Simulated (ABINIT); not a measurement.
## NaCl (Fm-3m): G0W0 in ABINIT against the k mesh

How does the gap of NaCl (Fm-3m) converge in the k mesh?

Main program and level: ABINIT 10.8.3; PBE and many-body steps on it, plane waves.

The database entry behind the starting cell differs from later determinations by our own check (an axis about 0.4 % short against later determinations), so it need not match the best structure at ambient conditions.

## Step 1: The starting structure

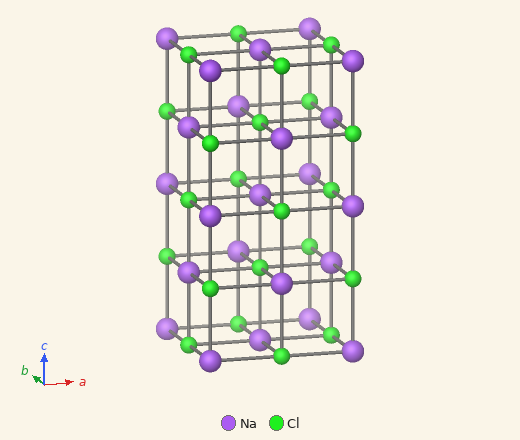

The starting structure, seen slightly off an axis (sodium purple, chlorine green). 1×1×2 cells are drawn. This picture shows the conventional cell, with its axes. Some periodic images of atoms are drawn too.

The cell and positions come from the Crystallography Open Database and are kept as given unless a step says otherwise.

## Step 2: Empty states on the mesh, 4×4×4 mesh, 88 bands

This step: ABINIT 10.8.3; DFT, PBE, plane waves, norm-conserving pseudopotentials.

The sums over transitions need many empty states on a uniform mesh; this step solves for them.

File run.abi:

```
acell 3*1.0 Angstrom
rprim 
  0.000000000000 2.810000000000 2.810000000000
  2.810000000000 0.000000000000 2.810000000000
  2.810000000000 2.810000000000 0.000000000000
ntypat 2
znucl 11 17
natom 2
typat 1 2
xred 
  0.000000000000 0.000000000000 0.000000000000
  0.500000000000 0.500000000000 0.500000000000
pp_dirpath "pseudos"
pseudos "Na.upf, Cl.upf"
ecut 38
ngkpt 4 4 4
nshiftk 1
shiftk 0 0 0
kptopt 1
chksymbreak 0
iscf -2
irdden 1
istwfk *1
nband 88
nbdbuf 8
tolwfr 1e-09
nstep 60
prtvol 0
indata_prefix "in"
outdata_prefix "out"
tmpdata_prefix "tmp"
```

On the command line:

```sh
$ OMP_NUM_THREADS=1 mpirun -n 4 abinit run.abi > log
```

Numbers of over 12 decimals in the logs are rounded to 6 here.

Log:

```text
.Version 10.8.3 of ABINIT. v10.8.2 released Aug 2026.

 Symmetries : space group Fm -3 m (#225); Bravais cF (face-center cubic)
[... echo of the input left out ...]
== DATASET  1 ==================================================================
-   mpi_nproc: 4, omp_nthreads: 1 (-1 if OMP is not activated)

--- !DatasetInfo
iteration_state: {dtset: 1, }
dimensions: {natom: 2, nkpt: 8, mband: 88, nsppol: 1, nspinor: 1, nspden: 1, mpw: 3383, }
cutoff_energies: {ecut:  38.0, pawecutdg:  -1.0, }
[...]
2.80427    2.88683    2.90839    2.90839    2.90839    2.91871    2.91871    2.91871
   3.02479    3.02479    3.02479    3.04581    3.10904    3.10905    3.18257    3.18592
 prteigrs : prtvol=0 or 1, do not print more k-points.

== END DATASET(S) ==============================================================
================================================================================

 -outvars: echo values of variables after computation  --------
            nband          88
             nkpt           8
          spgroup         225
 [... the other variables as echoed above ...]

 Calculation completed.
```

Elapsed: 42 s, on 4 MPI ranks of Arm Neoverse N1, shared host; peak memory 0.3 GiB.

Numbers from this step:

| Item | Value |
| --- | --- |
| gap | 5.150 eV |
| k of the valence top | 0, 0, 0 |
| k of the conduction bottom | 0, 0, 0 |
| least direct gap | 5.150 eV |
| k points computed | 8 |
| lowest point of the top converged band, above the valence top | 76.1511 eV |

On this mesh the gap is 5.150 eV.

The density comes from a self-consistent run that is not shown.

## Step 3: Empty states on the mesh, 2×2×2 mesh, 30 bands

Edit run.abi of step 2 so:

```diff
@@ -15,3 +15,3 @@
 ecut 38
-ngkpt 4 4 4
+ngkpt 2 2 2
 nshiftk 1
@@ -23,4 +23,4 @@
 istwfk *1
-nband 88
-nbdbuf 8
+nband 30
+nbdbuf 4
 tolwfr 1e-09
```

Log:

```text
.Version 10.8.3 of ABINIT. v10.8.2 released Aug 2026.

 Symmetries : space group Fm -3 m (#225); Bravais cF (face-center cubic)
[... echo of the input left out ...]
== DATASET  1 ==================================================================
-   mpi_nproc: 4, omp_nthreads: 1 (-1 if OMP is not activated)
-    --> not optimal distribution: autoparal keyword recommended in input file <--

--- !DatasetInfo
iteration_state: {dtset: 1, }
dimensions: {natom: 2, nkpt: 3, mband: 30, nsppol: 1, nspinor: 1, nspden: 1, mpw: 3383, }
cutoff_energies: {ecut:  38.0, pawecutdg:  -1.0, }
[...]
0.16946    0.38673    0.38673    0.38673    0.46359    0.46359    0.52942    0.61328
   0.61328    0.61328    0.86349    0.92179    0.92179    0.92179    0.99486    0.99486
   0.99486    1.06047    1.06047    1.24826    1.24826    1.24826
 prteigrs : prtvol=0 or 1, do not print more k-points.

== END DATASET(S) ==============================================================
================================================================================

 -outvars: echo values of variables after computation  --------
            nband          30
             nkpt           3
          spgroup         225
 [... the other variables as echoed above ...]

 Calculation completed.
```

Elapsed: 7.5 s, on 4 MPI ranks; peak memory 0.26 GiB.

Numbers from this step:

```yaml
gap: 5.150 eV
k_of_the_valence_top: 0, 0, 0
k_of_the_conduction_bottom: 0, 0, 0
least_direct_gap: 5.150 eV
k_points_computed: 3
lowest_point_of_the_top_converged_band_above_the_valence_top: 27.90 eV
```

On this mesh the gap is 5.150 eV.

## Step 4: Empty states on the mesh, 6×6×6 mesh, 30 bands

Edit run.abi of step 3 so:

```diff
@@ -15,3 +15,3 @@
 ecut 38
-ngkpt 2 2 2
+ngkpt 6 6 6
 nshiftk 1
```

Log:

```text
.Version 10.8.3 of ABINIT. v10.8.2 released Aug 2026.

 Symmetries : space group Fm -3 m (#225); Bravais cF (face-center cubic)
[... echo of the input left out ...]
== DATASET  1 ==================================================================
-   mpi_nproc: 4, omp_nthreads: 1 (-1 if OMP is not activated)

--- !DatasetInfo
iteration_state: {dtset: 1, }
dimensions: {natom: 2, nkpt: 16, mband: 30, nsppol: 1, nspinor: 1, nspden: 1, mpw: 3383, }
cutoff_energies: {ecut:  38.0, pawecutdg:  -1.0, }
[...]
0.16946    0.38673    0.38673    0.38673    0.46359    0.46359    0.52942    0.61328
   0.61328    0.61328    0.86349    0.92179    0.92179    0.92179    0.99486    0.99486
   0.99486    1.06047    1.06047    1.24826    1.24826    1.24826
 prteigrs : prtvol=0 or 1, do not print more k-points.

== END DATASET(S) ==============================================================
================================================================================

 -outvars: echo values of variables after computation  --------
            nband          30
             nkpt          16
          spgroup         225
 [... the other variables as echoed above ...]

 Calculation completed.
```

The job ended after 19 s (4 MPI ranks; peak memory 0.28 GiB).

Numbers from this step:

```
gap                                                           : 5.150 eV
k of the valence top                                          : 0, 0, 0
k of the conduction bottom                                    : 0, 0, 0
least direct gap                                              : 5.150 eV
k points computed                                             : 16
lowest point of the top converged band, above the valence top : 27.90 eV
```

On this mesh the gap is 5.150 eV.

## Step 5: Screening, 2×2×2 mesh, 26 bands, screening to 106.1 eV

The RPA dielectric matrix is built and inverted for each q.

This step: RPA screening on PBE, plane waves, norm-conserving pseudopotentials.

Edit run.abi of step 4 so:

```diff
@@ -15,3 +15,3 @@
 ecut 38
-ngkpt 6 6 6
+ngkpt 2 2 2
 nshiftk 1
@@ -20,10 +20,11 @@
 chksymbreak 0
-iscf -2
-irdden 1
 istwfk *1
-nband 30
-nbdbuf 4
-tolwfr 1e-09
-nstep 60
-prtvol 0
+occopt 1
+irdwfk 1
+optdriver 3
+nband 26
+ecuteps 3.9
+inclvkb 2
+awtr 1
+symchi 1
 indata_prefix "in"
```

Log:

```text
.Version 10.8.3 of ABINIT. v10.8.2 released Aug 2026.

 Symmetries : space group Fm -3 m (#225); Bravais cF (face-center cubic)
[... echo of the input left out ...]
== DATASET  1 ==================================================================
-   mpi_nproc: 4, omp_nthreads: 1 (-1 if OMP is not activated)

--- !DatasetInfo
iteration_state: {dtset: 1, }
dimensions: {natom: 2, nkpt: 3, mband: 26, nsppol: 1, nspinor: 1, nspden: 1, mpw: 3383, }
cutoff_energies: {ecut:  38.0, pawecutdg:  -1.0, }
electrons: {nelect:   1.60000000E+01, charge:   0.00000000E+00, occopt:   1.00000000E+00, tsmear:   1.00000000E-02, }

 SCREENING: Calculation of the susceptibility and dielectric matrices

 Based on a program developped by R.W. Godby, V. Olevano, G. Onida, and L. Reining.
 Incorporated in ABINIT by V. Olevano, G.-M. Rignanese, and M. Torrent.
.Using double precision arithmetic ; gwpc =  8

[... cell and pseudopotentials left out ...]
--------------------------------------------------------------------------------

 ==== K-mesh for the wavefunctions ====
 Number of points in the irreducible wedge :     3
[... list of points left out ...]
 Together with 48 symmetry operations and time-reversal symmetry
 yields     8 points in the full Brillouin Zone.

 ==== Q-mesh for the screening function ====
 Number of points in the irreducible wedge :     3
[... list of points left out ...]
 Together with 48 symmetry operations and time-reversal symmetry
 yields     8 points in the full Brillouin Zone.

 setmesh: FFT mesh size selected  =    27x   27x   27
          total number of points  =        19683

 vcoul_init : cutoff-mode = AUXILIARY_FUNCTION
 q-points for optical limit:   1
     1)      0.000010    0.000020    0.000030

- screening: taking advantage of time-reversal symmetry
- Maximum band index for partially occupied states nbvw = 8
- Remaining bands to be divided among processors   nbcw = 18
- Number of bands treated by each node ~4

 Number of electrons calculated from density =   16.0000; Expected =   16.0000
 average of density, n =  0.053429
 r_s =    1.6471
 omega_plasma =   22.2968 [eV]

 calculating chi0 at frequencies [eV] :
  1    0.000000E+00    0.000000E+00
  2    0.000000E+00    2.229681E+01

--------------------------------------------------------------------------------
  q-point number  1        q = ( 0.000000, 0.000000, 0.000000) [r.l.u.]
--------------------------------------------------------------------------------
[... chi0 elements left out ...]
 For q-point:  0.000010 0.000020 0.000030
  dielectric constant =   3.0204
  dielectric constant without local fields =   3.4976

  Average fulfillment of the sum rule on Im[epsilon] for q-point    1 :     25.05  [%]
[... wings left out ...]
  q-point number  2        q = ( 0.500000, 0.000000, 0.000000) [r.l.u.]
--------------------------------------------------------------------------------
[... chi0 elements left out ...]
  Average fulfillment of the sum rule on Im[epsilon] for q-point    2 :     35.30  [%]

 [... 1 further q-points ...]
```

Elapsed: 5.6 s, on 4 MPI ranks; peak memory 0.19 GiB.

Numbers from this step:

```yaml
eps_infinity_with_local_fields_on_this_mesh_along_the_program_s_q_direction: 3.020
the_same_without_local_fields: 3.498
plasma_frequency: 22.30 eV
plane_waves_in_the_screening_matrix: 113
```

Local fields lower ε∞ by 14 %. On a Γ-centred mesh this coarse the value itself is usually too large, while a short band sum pulls it down.

## Step 6: 2×2×2

This step: G0W0 on PBE, plane waves, norm-conserving pseudopotentials.

Edit run.abi of step 5 so:

```diff
@@ -23,8 +23,15 @@
 irdwfk 1
-optdriver 3
+optdriver 4
 nband 26
+gwcalctyp 0
+ecutsigx 38
+symsigma 1
+nkptgw 1
+kptgw 
+  0.0000000000 0.0000000000 0.0000000000
+bdgw 
+  6 12
 ecuteps 3.9
-inclvkb 2
-awtr 1
-symchi 1
+irdscr 1
+ppmodel 1
 indata_prefix "in"
```

Log:

```text
.Version 10.8.3 of ABINIT. v10.8.2 released Aug 2026.

 Symmetries : space group Fm -3 m (#225); Bravais cF (face-center cubic)
[... echo of the input left out ...]
== DATASET  1 ==================================================================
-   mpi_nproc: 4, omp_nthreads: 1 (-1 if OMP is not activated)

--- !DatasetInfo
iteration_state: {dtset: 1, }
dimensions: {natom: 2, nkpt: 3, mband: 26, nsppol: 1, nspinor: 1, nspden: 1, mpw: 3383, }
cutoff_energies: {ecut:  38.0, pawecutdg:  -1.0, }
electrons: {nelect:   1.60000000E+01, charge:   0.00000000E+00, occopt:   1.00000000E+00, tsmear:   1.00000000E-02, }

 SIGMA: Calculation of the GW corrections

 Based on a program developped by R.W. Godby, V. Olevano, G. Onida, and L. Reining.
 Incorporated in ABINIT by V. Olevano, G.-M. Rignanese, and M. Torrent.
.Using double precision arithmetic ; gwpc =  8

[... cell and pseudopotentials left out ...]
--------------------------------------------------------------------------------

 ==== K-mesh for the wavefunctions ====
 Number of points in the irreducible wedge :     3
[... list of points left out ...]
 Together with 48 symmetry operations and time-reversal symmetry
 yields     8 points in the full Brillouin Zone.

 ==== Q-mesh for screening function ====
 Number of points in the irreducible wedge :     3
[... list of points left out ...]
 Together with 48 symmetry operations and time-reversal symmetry
 yields     8 points in the full Brillouin Zone.

 vcoul_init : cutoff-mode = AUXILIARY_FUNCTION
 q-points for optical limit:   1
     1)      0.000010    0.000020    0.000030
 setmesh: FFT mesh size selected  =    45x   45x   45
          total number of points  =        91125

 Number of electrons calculated from density =   16.0000; Expected =   16.0000
 average of density, n =  0.053429
 r_s =    1.6471
 omega_plasma =   22.2968 [eV]

 === KS Band Gaps ===
  >>>> For spin  1
   Minimum direct gap =   5.1497 [eV], located at k-point      :   0.0000  0.0000  0.0000
   Fundamental gap    =   5.1497 [eV], Top of valence bands at :   0.0000  0.0000  0.0000
                                       Bottom of conduction at :   0.0000  0.0000  0.0000
 SIGMA fundamental parameters:
 PLASMON POLE MODEL  1
 number of plane-waves for SigmaX                 3383
 number of plane-waves for SigmaC and W            113
 number of plane-waves for wavefunctions          3383
 number of bands                                    26
 number of independent spin polarizations            1
 number of spinorial components                      1
 number of k-points in IBZ                           3
 number of q-points in IBZ                           3
 number of symmetry operations                      48
 number of k-points in BZ                            8
 number of q-points in BZ                            8
 number of frequencies for dSigma/dE                 9
 frequency step for dSigma/dE [eV]                0.25
 number of omega for Sigma on real axis              0
 max omega for Sigma on real axis  [eV]           0.00
 zcut for avoiding poles [eV]                     0.10

 EPSILON^-1 parameters (SCR file):
 dimension of the eps^-1 matrix on file            113
 dimension of the eps^-1 matrix used               113
 number of plane-waves for wavefunctions          3383
 number of bands                                    26
 number of q-points in IBZ                           3
 number of frequencies                               2
 number of real frequencies                          1
 number of imag frequencies                          1

 matrix elements of self-energy operator (all in [eV])

 Perturbative Calculation

--- !SelfEnergy_ee
iteration_state: {dtset: 1, }
kpoint     : [   0.000,    0.000,    0.000, ]
spin       : 1
KS_gap     :    5.150
QP_gap     :    7.603
Delta_QP_KS:    2.453
data: !SigmaeeData |
     Band     E0 <VxcDFT>   SigX SigC(E0)      Z dSigC/dE  Sig(E)    E-E0       E
        6  -0.539 -14.531 -18.517   2.674   0.817  -0.224 -15.603  -1.072  -1.611
        7  -0.539 -14.531 -18.517   2.674   0.817  -0.224 -15.603  -1.072  -1.611
        8  -0.539 -14.531 -18.517   2.674   0.817  -0.224 -15.603  -1.072  -1.611
        9   4.611  -8.072  -3.748  -2.722   0.862  -0.160  -6.692   1.381   5.992
       10  10.523  -8.308  -3.446  -2.588   0.857  -0.167  -6.359   1.949  12.472
       11  10.523  -8.308  -3.446  -2.588   0.857  -0.167  -6.359   1.949  12.472
       12  10.523  -8.308  -3.446  -2.588   0.857  -0.167  -6.359   1.949  12.472

== END DATASET(S) ==============================================================
================================================================================

 -outvars: echo values of variables after computation  --------
           etotal      0.0000000000E+00
            nband          26
             nkpt           3
          spgroup         225
 [... the other variables as echoed above ...]

 Calculation completed.
```

Elapsed: 5.6 s, on 4 MPI ranks; peak memory 0.19 GiB.

This step gave:

| Quantity | Value |
| --- | --- |
| G0W0 gap on the points computed | 7.603 eV |
| starting gap on the mesh | 5.150 eV |
| k of the valence top | 0, 0, 0 |
| k of the conduction bottom | 0, 0, 0 |
| Z at the valence top | 0.817 |
| Z at the conduction bottom | 0.862 |
| least direct G0W0 gap on the computed points | 7.603 eV |

## Step 7: Screening, 4×4×4 mesh, 26 bands, screening to 106.1 eV

This step: RPA screening on PBE, plane waves, norm-conserving pseudopotentials.

Edit run.abi of step 6 so:

```diff
@@ -15,3 +15,3 @@
 ecut 38
-ngkpt 2 2 2
+ngkpt 4 4 4
 nshiftk 1
@@ -23,15 +23,8 @@
 irdwfk 1
-optdriver 4
+optdriver 3
 nband 26
-gwcalctyp 0
-ecutsigx 38
-symsigma 1
-nkptgw 1
-kptgw 
-  0.0000000000 0.0000000000 0.0000000000
-bdgw 
-  6 12
 ecuteps 3.9
-irdscr 1
-ppmodel 1
+inclvkb 2
+awtr 1
+symchi 1
 indata_prefix "in"
```

Log:

```text
.Version 10.8.3 of ABINIT. v10.8.2 released Aug 2026.

 Symmetries : space group Fm -3 m (#225); Bravais cF (face-center cubic)
[... echo of the input left out ...]
== DATASET  1 ==================================================================
-   mpi_nproc: 4, omp_nthreads: 1 (-1 if OMP is not activated)

--- !DatasetInfo
iteration_state: {dtset: 1, }
dimensions: {natom: 2, nkpt: 8, mband: 26, nsppol: 1, nspinor: 1, nspden: 1, mpw: 3383, }
cutoff_energies: {ecut:  38.0, pawecutdg:  -1.0, }
electrons: {nelect:   1.60000000E+01, charge:   0.00000000E+00, occopt:   1.00000000E+00, tsmear:   1.00000000E-02, }

 SCREENING: Calculation of the susceptibility and dielectric matrices

 Based on a program developped by R.W. Godby, V. Olevano, G. Onida, and L. Reining.
 Incorporated in ABINIT by V. Olevano, G.-M. Rignanese, and M. Torrent.
.Using double precision arithmetic ; gwpc =  8

[... cell and pseudopotentials left out ...]
--------------------------------------------------------------------------------

 ==== K-mesh for the wavefunctions ====
 Number of points in the irreducible wedge :     8
[... list of points left out ...]
 Together with 48 symmetry operations and time-reversal symmetry
 yields    64 points in the full Brillouin Zone.

 ==== Q-mesh for the screening function ====
 Number of points in the irreducible wedge :     8
[... list of points left out ...]
 Together with 48 symmetry operations and time-reversal symmetry
 yields    64 points in the full Brillouin Zone.

 setmesh: FFT mesh size selected  =    27x   27x   27
          total number of points  =        19683

 vcoul_init : cutoff-mode = AUXILIARY_FUNCTION
 q-points for optical limit:   1
     1)      0.000010    0.000020    0.000030

- screening: taking advantage of time-reversal symmetry
- Maximum band index for partially occupied states nbvw = 8
- Remaining bands to be divided among processors   nbcw = 18
- Number of bands treated by each node ~4

 Number of electrons calculated from density =   16.0000; Expected =   16.0000
 average of density, n =  0.053429
 r_s =    1.6471
 omega_plasma =   22.2968 [eV]

 calculating chi0 at frequencies [eV] :
  1    0.000000E+00    0.000000E+00
  2    0.000000E+00    2.229681E+01

--------------------------------------------------------------------------------
  q-point number  1        q = ( 0.000000, 0.000000, 0.000000) [r.l.u.]
--------------------------------------------------------------------------------
[... chi0 elements left out ...]
 For q-point:  0.000010 0.000020 0.000030
  dielectric constant =   2.3533
  dielectric constant without local fields =   2.7714

  Average fulfillment of the sum rule on Im[epsilon] for q-point    1 :     25.95  [%]
[... wings left out ...]
  q-point number  2        q = ( 0.250000, 0.000000, 0.000000) [r.l.u.]
--------------------------------------------------------------------------------
[... chi0 elements left out ...]
  Average fulfillment of the sum rule on Im[epsilon] for q-point    2 :     42.36  [%]

 [... 6 further q-points ...]
```

The job ended after 16 s (4 MPI ranks; peak memory 0.47 GiB).

This step gave:

- ε∞ with local fields, on this mesh, along the program's q direction: 2.353
- the same without local fields: 2.771
- plasma frequency: 22.30 eV
- plane waves in the screening matrix: 113

(Part 1 of 2 ends here.)

[Paths, hosts, dates, memory and timing lines, banners, echoed tables and standing remarks are left out of the program output.]

[Logs are printed without paths, hosts, clocks, repeated set-up lines and the standing remarks that a program may print on its own settings, such as how far it seeks lower states.]

[Runs of the session that timed out or met a known fault of the program may be left out.]

[Hosts, paths, dates, database ids (printed as entryN), source tags and the programs' standing remarks are cut or masked in the printed files.]

[G0W0 gaps are taken among the corrected bands and points alone; a level outside them can change the order at an edge.]

[Where Ansatz stands beside ABINIT at settings called matched, ABINIT's density can come from a denser mesh and the files from another edition; pairs whose starting gaps differed by over 0.03 eV were left out, so agreement reads better than it is.]
